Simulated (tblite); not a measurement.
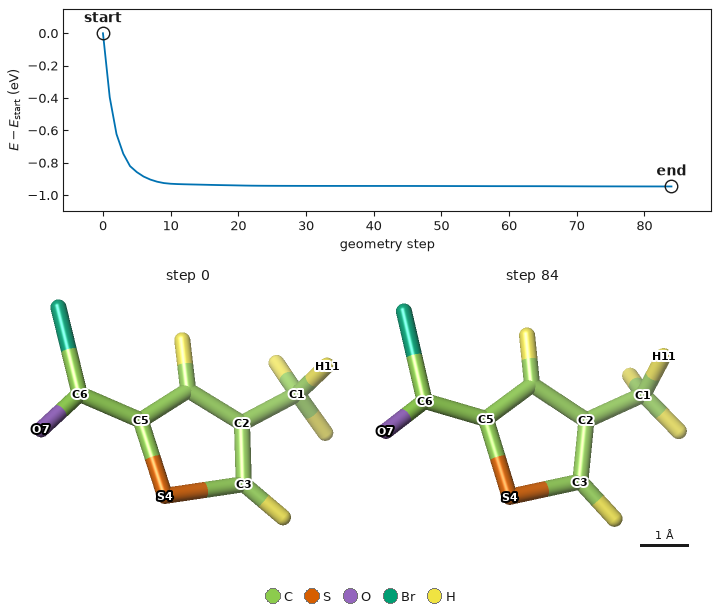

First and last geometry of a relaxation of C6H5BrOS, with the history of the run. Style: stick. Shown at a tilt.

Level of theory: tblite 0.8.0, GFN2-xTB geometry optimisation, gas phase. 

Question: What do the curves and the structures tell?

Answer: It converged. An H atom moves most after the best rigid fit: 0.40 Å. By element the largest moves are H 0.40 Å, C 0.17 Å, Br 0.12 Å, S 0.10 Å, O 0.07 Å. Among the contacts that change: C–S 1.876 → 1.707 Å, C–O 1.261 → 1.186 Å, Br–C 1.934 → 1.992 Å, C–C 1.355 → 1.406 Å. Bond angles that change, for instance: C–C–O 117.7° → 130.0°, C–C–S 103.5° → 113.7°, S–C–H 129.3° → 119.3°. Groups turn about C–C by about 20°. The energy falls by 0.946 eV in 84 geometry steps.
